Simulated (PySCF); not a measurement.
# CH$_{3}$ClSi: frequency calculation (part 2 of 2)

The same run, continued: CH$_{3}$ClSi, multiplicity 3, SMILES [SiH3][C]Cl; HF/6-31G**, UHF, dispersion D3(0) (PySCF 2.14.0). The geometry was optimised with HF/6-31G** symmetrised.

Geometry of the input (Å):
```
Si -0.3085  1.5637  -0.6834
C  -0.5578  -0.1174  0.0733
Cl 0.4550  -1.3693  0.5914
H  0.3976  1.4333  -1.9713
H  -1.6434  2.1476  -0.8901
H  0.4842  2.4108  0.2280
```

## Output, continued
```
   1 Si    -0.308484000000   1.563674000000  -0.683430000000 AA   -0.582950273810   2.954915608103  -1.291495525311 Bohr
   2 C     -0.557827000000  -0.117368000000   0.073282000000 AA   -1.054140254888  -0.221793375788   0.138482909860 Bohr
   3 Cl     0.455012000000  -1.369310000000   0.591452291772 AA    0.859848063391  -2.587620879628   1.117682847196 Bohr
   4 H      0.397551000000   1.433288000000  -1.971299000000 AA    0.751262510547   2.708521777626  -3.725215219629 Bohr
   5 H     -1.643436000000   2.147572000000  -0.890122000000 AA   -3.105643943251   4.058322912784  -1.682086797450 Bohr
   6 H      0.484183000000   2.410797000000   0.228047000000 AA    0.914973264170   4.555746071923   0.430946373529 Bohr
New geometry
   1 Si    -0.308484000000   1.563674000000  -0.683430000000 AA   -0.582950273810   2.954915608103  -1.291495525311 Bohr
   2 C     -0.557827000000  -0.117368000000   0.073282000000 AA   -1.054140254888  -0.221793375788   0.138482909860 Bohr
   3 Cl     0.455012000000  -1.369310000000   0.591441708228 AA    0.859848063391  -2.587620879628   1.117662847196 Bohr
   4 H      0.397551000000   1.433288000000  -1.971299000000 AA    0.751262510547   2.708521777626  -3.725215219629 Bohr
   5 H     -1.643436000000   2.147572000000  -0.890122000000 AA   -3.105643943251   4.058322912784  -1.682086797450 Bohr
   6 H      0.484183000000   2.410797000000   0.228047000000 AA    0.914973264170   4.555746071923   0.430946373529 Bohr
New geometry
   1 Si    -0.308484000000   1.563674000000  -0.683430000000 AA   -0.582950273810   2.954915608103  -1.291495525311 Bohr
   2 C     -0.557827000000  -0.117368000000   0.073282000000 AA   -1.054140254888  -0.221793375788   0.138482909860 Bohr
   3 Cl     0.455012000000  -1.369310000000   0.591447000000 AA    0.859848063391  -2.587620879628   1.117672847196 Bohr
   4 H      0.397556291772   1.433288000000  -1.971299000000 AA    0.751272510547   2.708521777626  -3.725215219629 Bohr
   5 H     -1.643436000000   2.147572000000  -0.890122000000 AA   -3.105643943251   4.058322912784  -1.682086797450 Bohr
   6 H      0.484183000000   2.410797000000   0.228047000000 AA    0.914973264170   4.555746071923   0.430946373529 Bohr
New geometry
   1 Si    -0.308484000000   1.563674000000  -0.683430000000 AA   -0.582950273810   2.954915608103  -1.291495525311 Bohr
   2 C     -0.557827000000  -0.117368000000   0.073282000000 AA   -1.054140254888  -0.221793375788   0.138482909860 Bohr
   3 Cl     0.455012000000  -1.369310000000   0.591447000000 AA    0.859848063391  -2.587620879628   1.117672847196 Bohr
   4 H      0.397545708228   1.433288000000  -1.971299000000 AA    0.751252510547   2.708521777626  -3.725215219629 Bohr
   5 H     -1.643436000000   2.147572000000  -0.890122000000 AA   -3.105643943251   4.058322912784  -1.682086797450 Bohr
   6 H      0.484183000000   2.410797000000   0.228047000000 AA    0.914973264170   4.555746071923   0.430946373529 Bohr
New geometry
   1 Si    -0.308484000000   1.563674000000  -0.683430000000 AA   -0.582950273810   2.954915608103  -1.291495525311 Bohr
   2 C     -0.557827000000  -0.117368000000   0.073282000000 AA   -1.054140254888  -0.221793375788   0.138482909860 Bohr
   3 Cl     0.455012000000  -1.369310000000   0.591447000000 AA    0.859848063391  -2.587620879628   1.117672847196 Bohr
   4 H      0.397551000000   1.433293291772  -1.971299000000 AA    0.751262510547   2.708531777626  -3.725215219629 Bohr
   5 H     -1.643436000000   2.147572000000  -0.890122000000 AA   -3.105643943251   4.058322912784  -1.682086797450 Bohr
   6 H      0.484183000000   2.410797000000   0.228047000000 AA    0.914973264170   4.555746071923   0.430946373529 Bohr
New geometry
   1 Si    -0.308484000000   1.563674000000  -0.683430000000 AA   -0.582950273810   2.954915608103  -1.291495525311 Bohr
   2 C     -0.557827000000  -0.117368000000   0.073282000000 AA   -1.054140254888  -0.221793375788   0.138482909860 Bohr
   3 Cl     0.455012000000  -1.369310000000   0.591447000000 AA    0.859848063391  -2.587620879628   1.117672847196 Bohr
   4 H      0.397551000000   1.433282708228  -1.971299000000 AA    0.751262510547   2.708511777626  -3.725215219629 Bohr
   5 H     -1.643436000000   2.147572000000  -0.890122000000 AA   -3.105643943251   4.058322912784  -1.682086797450 Bohr
   6 H      0.484183000000   2.410797000000   0.228047000000 AA    0.914973264170   4.555746071923   0.430946373529 Bohr
New geometry
   1 Si    -0.308484000000   1.563674000000  -0.683430000000 AA   -0.582950273810   2.954915608103  -1.291495525311 Bohr
   2 C     -0.557827000000  -0.117368000000   0.073282000000 AA   -1.054140254888  -0.221793375788   0.138482909860 Bohr
   3 Cl     0.455012000000  -1.369310000000   0.591447000000 AA    0.859848063391  -2.587620879628   1.117672847196 Bohr
   4 H      0.397551000000   1.433288000000  -1.971293708228 AA    0.751262510547   2.708521777626  -3.725205219629 Bohr
   5 H     -1.643436000000   2.147572000000  -0.890122000000 AA   -3.105643943251   4.058322912784  -1.682086797450 Bohr
   6 H      0.484183000000   2.410797000000   0.228047000000 AA    0.914973264170   4.555746071923   0.430946373529 Bohr
New geometry
   1 Si    -0.308484000000   1.563674000000  -0.683430000000 AA   -0.582950273810   2.954915608103  -1.291495525311 Bohr
   2 C     -0.557827000000  -0.117368000000   0.073282000000 AA   -1.054140254888  -0.221793375788   0.138482909860 Bohr
   3 Cl     0.455012000000  -1.369310000000   0.591447000000 AA    0.859848063391  -2.587620879628   1.117672847196 Bohr
   4 H      0.397551000000   1.433288000000  -1.971304291772 AA    0.751262510547   2.708521777626  -3.725225219629 Bohr
   5 H     -1.643436000000   2.147572000000  -0.890122000000 AA   -3.105643943251   4.058322912784  -1.682086797450 Bohr
   6 H      0.484183000000   2.410797000000   0.228047000000 AA    0.914973264170   4.555746071923   0.430946373529 Bohr
New geometry
   1 Si    -0.308484000000   1.563674000000  -0.683430000000 AA   -0.582950273810   2.954915608103  -1.291495525311 Bohr
   2 C     -0.557827000000  -0.117368000000   0.073282000000 AA   -1.054140254888  -0.221793375788   0.138482909860 Bohr
   3 Cl     0.455012000000  -1.369310000000   0.591447000000 AA    0.859848063391  -2.587620879628   1.117672847196 Bohr
   4 H      0.397551000000   1.433288000000  -1.971299000000 AA    0.751262510547   2.708521777626  -3.725215219629 Bohr
   5 H     -1.643430708228   2.147572000000  -0.890122000000 AA   -3.105633943251   4.058322912784  -1.682086797450 Bohr
   6 H      0.484183000000   2.410797000000   0.228047000000 AA    0.914973264170   4.555746071923   0.430946373529 Bohr
New geometry
   1 Si    -0.308484000000   1.563674000000  -0.683430000000 AA   -0.582950273810   2.954915608103  -1.291495525311 Bohr
   2 C     -0.557827000000  -0.117368000000   0.073282000000 AA   -1.054140254888  -0.221793375788   0.138482909860 Bohr
   3 Cl     0.455012000000  -1.369310000000   0.591447000000 AA    0.859848063391  -2.587620879628   1.117672847196 Bohr
   4 H      0.397551000000   1.433288000000  -1.971299000000 AA    0.751262510547   2.708521777626  -3.725215219629 Bohr
   5 H     -1.643441291772   2.147572000000  -0.890122000000 AA   -3.105653943251   4.058322912784  -1.682086797450 Bohr
   6 H      0.484183000000   2.410797000000   0.228047000000 AA    0.914973264170   4.555746071923   0.430946373529 Bohr
New geometry
   1 Si    -0.308484000000   1.563674000000  -0.683430000000 AA   -0.582950273810   2.954915608103  -1.291495525311 Bohr
   2 C     -0.557827000000  -0.117368000000   0.073282000000 AA   -1.054140254888  -0.221793375788   0.138482909860 Bohr
   3 Cl     0.455012000000  -1.369310000000   0.591447000000 AA    0.859848063391  -2.587620879628   1.117672847196 Bohr
   4 H      0.397551000000   1.433288000000  -1.971299000000 AA    0.751262510547   2.708521777626  -3.725215219629 Bohr
   5 H     -1.643436000000   2.147577291772  -0.890122000000 AA   -3.105643943251   4.058332912784  -1.682086797450 Bohr
   6 H      0.484183000000   2.410797000000   0.228047000000 AA    0.914973264170   4.555746071923   0.430946373529 Bohr
New geometry
   1 Si    -0.308484000000   1.563674000000  -0.683430000000 AA   -0.582950273810   2.954915608103  -1.291495525311 Bohr
   2 C     -0.557827000000  -0.117368000000   0.073282000000 AA   -1.054140254888  -0.221793375788   0.138482909860 Bohr
   3 Cl     0.455012000000  -1.369310000000   0.591447000000 AA    0.859848063391  -2.587620879628   1.117672847196 Bohr
   4 H      0.397551000000   1.433288000000  -1.971299000000 AA    0.751262510547   2.708521777626  -3.725215219629 Bohr
   5 H     -1.643436000000   2.147566708228  -0.890122000000 AA   -3.105643943251   4.058312912784  -1.682086797450 Bohr
   6 H      0.484183000000   2.410797000000   0.228047000000 AA    0.914973264170   4.555746071923   0.430946373529 Bohr
New geometry
   1 Si    -0.308484000000   1.563674000000  -0.683430000000 AA   -0.582950273810   2.954915608103  -1.291495525311 Bohr
   2 C     -0.557827000000  -0.117368000000   0.073282000000 AA   -1.054140254888  -0.221793375788   0.138482909860 Bohr
   3 Cl     0.455012000000  -1.369310000000   0.591447000000 AA    0.859848063391  -2.587620879628   1.117672847196 Bohr
   4 H      0.397551000000   1.433288000000  -1.971299000000 AA    0.751262510547   2.708521777626  -3.725215219629 Bohr
   5 H     -1.643436000000   2.147572000000  -0.890116708228 AA   -3.105643943251   4.058322912784  -1.682076797450 Bohr
   6 H      0.484183000000   2.410797000000   0.228047000000 AA    0.914973264170   4.555746071923   0.430946373529 Bohr
New geometry
   1 Si    -0.308484000000   1.563674000000  -0.683430000000 AA   -0.582950273810   2.954915608103  -1.291495525311 Bohr
   2 C     -0.557827000000  -0.117368000000   0.073282000000 AA   -1.054140254888  -0.221793375788   0.138482909860 Bohr
   3 Cl     0.455012000000  -1.369310000000   0.591447000000 AA    0.859848063391  -2.587620879628   1.117672847196 Bohr
   4 H      0.397551000000   1.433288000000  -1.971299000000 AA    0.751262510547   2.708521777626  -3.725215219629 Bohr
   5 H     -1.643436000000   2.147572000000  -0.890127291772 AA   -3.105643943251   4.058322912784  -1.682096797450 Bohr
   6 H      0.484183000000   2.410797000000   0.228047000000 AA    0.914973264170   4.555746071923   0.430946373529 Bohr
New geometry
   1 Si    -0.308484000000   1.563674000000  -0.683430000000 AA   -0.582950273810   2.954915608103  -1.291495525311 Bohr
   2 C     -0.557827000000  -0.117368000000   0.073282000000 AA   -1.054140254888  -0.221793375788   0.138482909860 Bohr
   3 Cl     0.455012000000  -1.369310000000   0.591447000000 AA    0.859848063391  -2.587620879628   1.117672847196 Bohr
   4 H      0.397551000000   1.433288000000  -1.971299000000 AA    0.751262510547   2.708521777626  -3.725215219629 Bohr
   5 H     -1.643436000000   2.147572000000  -0.890122000000 AA   -3.105643943251   4.058322912784  -1.682086797450 Bohr
   6 H      0.484188291772   2.410797000000   0.228047000000 AA    0.914983264170   4.555746071923   0.430946373529 Bohr
New geometry
   1 Si    -0.308484000000   1.563674000000  -0.683430000000 AA   -0.582950273810   2.954915608103  -1.291495525311 Bohr
   2 C     -0.557827000000  -0.117368000000   0.073282000000 AA   -1.054140254888  -0.221793375788   0.138482909860 Bohr
   3 Cl     0.455012000000  -1.369310000000   0.591447000000 AA    0.859848063391  -2.587620879628   1.117672847196 Bohr
   4 H      0.397551000000   1.433288000000  -1.971299000000 AA    0.751262510547   2.708521777626  -3.725215219629 Bohr
   5 H     -1.643436000000   2.147572000000  -0.890122000000 AA   -3.105643943251   4.058322912784  -1.682086797450 Bohr
   6 H      0.484177708228   2.410797000000   0.228047000000 AA    0.914963264170   4.555746071923   0.430946373529 Bohr
New geometry
   1 Si    -0.308484000000   1.563674000000  -0.683430000000 AA   -0.582950273810   2.954915608103  -1.291495525311 Bohr
   2 C     -0.557827000000  -0.117368000000   0.073282000000 AA   -1.054140254888  -0.221793375788   0.138482909860 Bohr
   3 Cl     0.455012000000  -1.369310000000   0.591447000000 AA    0.859848063391  -2.587620879628   1.117672847196 Bohr
   4 H      0.397551000000   1.433288000000  -1.971299000000 AA    0.751262510547   2.708521777626  -3.725215219629 Bohr
   5 H     -1.643436000000   2.147572000000  -0.890122000000 AA   -3.105643943251   4.058322912784  -1.682086797450 Bohr
   6 H      0.484183000000   2.410802291772   0.228047000000 AA    0.914973264170   4.555756071923   0.430946373529 Bohr
New geometry
   1 Si    -0.308484000000   1.563674000000  -0.683430000000 AA   -0.582950273810   2.954915608103  -1.291495525311 Bohr
   2 C     -0.557827000000  -0.117368000000   0.073282000000 AA   -1.054140254888  -0.221793375788   0.138482909860 Bohr
   3 Cl     0.455012000000  -1.369310000000   0.591447000000 AA    0.859848063391  -2.587620879628   1.117672847196 Bohr
   4 H      0.397551000000   1.433288000000  -1.971299000000 AA    0.751262510547   2.708521777626  -3.725215219629 Bohr
   5 H     -1.643436000000   2.147572000000  -0.890122000000 AA   -3.105643943251   4.058322912784  -1.682086797450 Bohr
   6 H      0.484183000000   2.410791708228   0.228047000000 AA    0.914973264170   4.555736071923   0.430946373529 Bohr
New geometry
   1 Si    -0.308484000000   1.563674000000  -0.683430000000 AA   -0.582950273810   2.954915608103  -1.291495525311 Bohr
   2 C     -0.557827000000  -0.117368000000   0.073282000000 AA   -1.054140254888  -0.221793375788   0.138482909860 Bohr
   3 Cl     0.455012000000  -1.369310000000   0.591447000000 AA    0.859848063391  -2.587620879628   1.117672847196 Bohr
   4 H      0.397551000000   1.433288000000  -1.971299000000 AA    0.751262510547   2.708521777626  -3.725215219629 Bohr
   5 H     -1.643436000000   2.147572000000  -0.890122000000 AA   -3.105643943251   4.058322912784  -1.682086797450 Bohr
   6 H      0.484183000000   2.410797000000   0.228052291772 AA    0.914973264170   4.555746071923   0.430956373529 Bohr
New geometry
   1 Si    -0.308484000000   1.563674000000  -0.683430000000 AA   -0.582950273810   2.954915608103  -1.291495525311 Bohr
   2 C     -0.557827000000  -0.117368000000   0.073282000000 AA   -1.054140254888  -0.221793375788   0.138482909860 Bohr
   3 Cl     0.455012000000  -1.369310000000   0.591447000000 AA    0.859848063391  -2.587620879628   1.117672847196 Bohr
   4 H      0.397551000000   1.433288000000  -1.971299000000 AA    0.751262510547   2.708521777626  -3.725215219629 Bohr
   5 H     -1.643436000000   2.147572000000  -0.890122000000 AA   -3.105643943251   4.058322912784  -1.682086797450 Bohr
   6 H      0.484183000000   2.410797000000   0.228041708228 AA    0.914973264170   4.555746071923   0.430936373529 Bohr
frequencies (1/cm) [  82.4  193.9  545.7  704.4  738.6 1028.3 1036.3 1048.2 1092.1 2364.8
 2373.7 2392.5]
temperature 298.1500 [K]
pressure 101325.00 [Pa]
Rotational constants [GHz] 48.99451 2.69234 2.62974
Symmetry number 1
Zero-point energy (ZPE) 0.03099 [Eh]   81351.279 [J/mol]
                           tot       elec      trans        rot        vib
Entropy [J/mol/K]       305.308      9.134    163.172    101.847     31.155
Cv [J/mol/K]             57.768      0.000     12.472     12.472     32.825
Cp [J/mol/K]             66.083      0.000     20.786     12.472     32.825
Internal energy [J/mol]                      3718.434   3718.434  86240.406
Internal energy [Eh]   -787.89205  -787.92773
Enthalpy [J/mol]                             6197.391   3718.434  86240.406
Enthalpy [Eh]          -787.89111
Gibbs free energy [J/mol]                  -42452.386 -26647.107  76951.470
Gibbs free energy [Eh] -787.92578
```

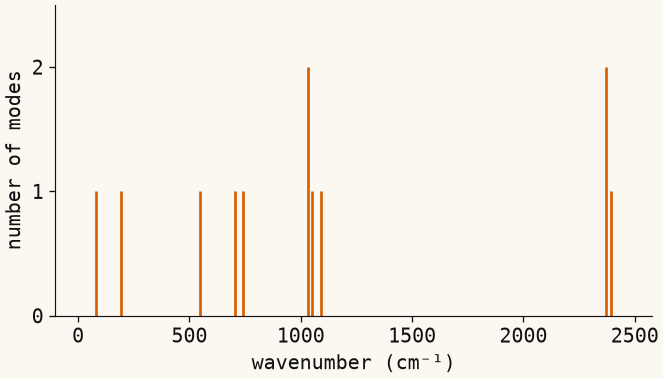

*Harmonic vibrational wavenumbers from the force constants; neighbouring modes closer than 11 cm⁻¹ are counted in one stick.*

12 modes from 82 to 2392 cm⁻¹, none imaginary.

## Summary

```tsv
quantity	value
outcome	converged
total energy	−787.927731 hartree
dispersion energy	−0.002964 hartree
basis functions	68
⟨S²⟩	2.023
zero-point energy	0.030985 hartree
dipole moment	1.31 D
wavenumbers, lowest and highest	82 and 2392 cm⁻¹
wall time	35 s
peak memory	0.16 GiB
```

## Notes

The record of the run, not the program, notes: logged alpha LUMO and gap are faulty.
